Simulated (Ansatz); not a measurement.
# [NH2]− (SMILES [NH2-]) at B2PLYP/aug-cc-pVTZ

Aim: the energy change on altering one bond length of [NH2]− at B2PLYP/aug-cc-pVTZ, from 2 runs. 

The calculation is run with Ansatz 0.2.0.

### Step 1. The molecule

[NH2]− has 3 atoms, charge -1, and is taken as a singlet. As SMILES, `[NH2-]`. Geometry: relaxed at PBE0-D4/def2-TZVPD.

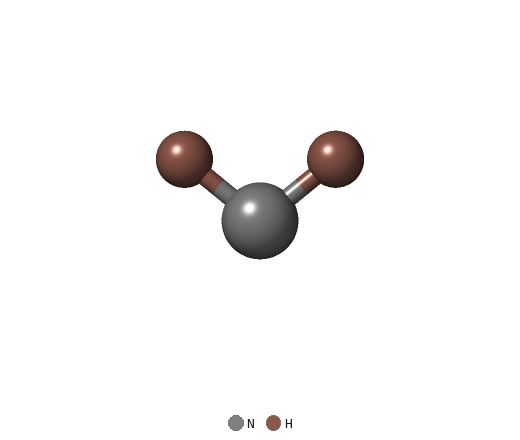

Viewed from a chosen angle; nitrogen grey, hydrogen brown.

### Step 2. The energy at B2PLYP/aug-cc-pVTZ

run.yaml

```yaml
crystal:
  periodic: [false, false, false]
  atoms:
    - {symbol: "N", position_ang: [0.342200, -0.203000, 0.168700]}
    - {symbol: H, position_ang: [0.125500, 0.801200, 0.156000]}
    - {symbol: H, position_ang: [-0.467700, -0.598200, -0.324700]}
basis:
  gaussian:
    orbitals: aug-cc-pVTZ
total_charge: -1
hamiltonian:
  xc: {name: B2PLYP}
accuracy: high
correlation:
  frozen_orbitals: {H: 0, "N": 1}
output: {orbitals: {seedname: orbitals}}
```

The run is started by

```bash
$ ansatz run run.yaml --threads 1 --pin off --max-ram 3480MiB --events-out events.jsonl --progress --plain --runs-dir runs
```

Output:

```text
Warning: RAYON_NUM_THREADS=1 ignored (pool sized by the plan → 1); use --threads N
Functional definition: B2PLYP
  name "B2PLYP"
  parameter a = 0.53
  parameter c = 0.27
  exchange = (1 - a)*b88_x + a*exact_x
  correlation = (1 - c)*lyp_c + c*(mp2_os + mp2_ss)
1355 factors; integrals over basis functions are off by at most 2.9e-9 eV
mean field evaluation 1: about -1518.1666 eV, gradient 7.5e0 eV
mean field evaluation 2: about -1518.1674 eV, gradient 7.5e0 eV
mean field evaluation 4: about -1518.3301 eV, gradient 2.2e0 eV
mean field evaluation 8: about -1518.3415 eV, gradient 1.6e-2 eV
mean field evaluation 16: about -1518.3415 eV, gradient 2.4e-6 eV
mean field -1518.34151080 eV, -55.7980213532 hartree, gradient 4.6e-8 eV, S^2 0.000000; 0 other end points of the search recorded, 0 dependent functions left out
1 core orbitals not correlated: weight in the atoms' cores, before any rotation towards them, 1.000 or more for the frozen orbitals, at most 0.000 for the correlated occupied ones
reference -1518.34152765 eV, -55.7980219722 hartree; 4, 4 occupied and 87, 87 virtual orbitals, 1355 factors
second order -8.74789842 eV of doubles, -0.00000000 eV of singles
Total energy: -1520.70346022 eV, -55.8848213934 hartree
```

Wall time 3.3 s (1 thread of Arm Neoverse V1, shared host); peak memory 0.16 GiB.

### Step 3. The distorted shape, same level

job.yaml

```yaml
basis:
  gaussian:
    orbitals: aug-cc-pVTZ
crystal:
  periodic: [false, false, false]
  atoms:
    - {symbol: N, position_ang: [0.374704, -0.353627, 0.170605]}
    - {symbol: H, position_ang: [0.125500, 0.801200, 0.156000]}
    - {symbol: H, position_ang: [-0.435196, -0.748827, -0.322795]}
output:
  orbitals: {seedname: orbitals}
accuracy: high
hamiltonian:
  xc: {name: B2PLYP}
total_charge: -1
correlation:
  frozen_orbitals: {H: 0, "N": 1}
```

The run is started by

```bash
$ ansatz run job.yaml --threads 1 --pin off --max-ram 3480MiB --events-out events.jsonl --progress --plain --runs-dir runs
```

Output, cut to the lines that bear on the results:

```text
Warning: RAYON_NUM_THREADS=1 ignored (pool sized by the plan → 1); use --threads N
[... 2 set-up lines as earlier in the session ...]
[...]
1374 factors; integrals over basis functions are off by at most 3.5e-9 eV
[...]
mean field -1517.96290704 eV, -55.7841079216 hartree, gradient 7.5e-8 eV, S^2 0.000000; 0 other end points of the search recorded, 0 dependent functions left out
1 core orbitals not correlated: weight in the atoms' cores, before any rotation towards them, 1.000 or more for the frozen orbitals, at most 0.000 for the correlated occupied ones
reference -1517.96292429 eV, -55.7841085553 hartree; 4, 4 occupied and 87, 87 virtual orbitals, 1374 factors
second order -8.92834552 eV of doubles, -0.00000000 eV of singles
Total energy: -1520.37357758 eV, -55.8726984297 hartree
```

Run time: 2.9 s. Hardware: 1 thread of Arm Neoverse V1, shared host; peak memory 0.16 GiB.

### Step 4. Outcome

At B2PLYP/aug-cc-pVTZ, 1 core orbital frozen:

| quantity | value |
| --- | --- |
| first shape: total energy | -55.88482 Eh |
| first shape: HOMO energy (SCF part's orbitals) | 0.46 eV |
| first shape: LUMO energy (SCF part's orbitals) | 3.98 eV |
| first shape: HOMO–LUMO gap (to an unbound level, set by the basis) | 3.52 eV |
| distorted shape: total energy | -55.87270 Eh |
| distorted shape: HOMO energy (SCF part's orbitals) | 0.36 eV |
| distorted shape: LUMO energy (SCF part's orbitals) | 3.98 eV |
| distorted shape: HOMO–LUMO gap (to an unbound level, set by the basis) | 3.61 eV |
| energy change with the N1–H2 bond stretched from 1.027 to 1.181 Å | 0.330 eV |

In words: With the N1–H2 bond stretched from 1.027 to 1.181 Å the energy rises by 0.33 eV (7.6 kcal/mol). The first shape isn't relaxed at this level, so the change isn't measured from a minimum. The HOMO (first shape) lies at positive energy, 0.46 eV; only total energies tell whether the electron is bound. The HOMO (distorted shape) lies at positive energy, 0.36 eV; only total energies tell whether the electron is bound.
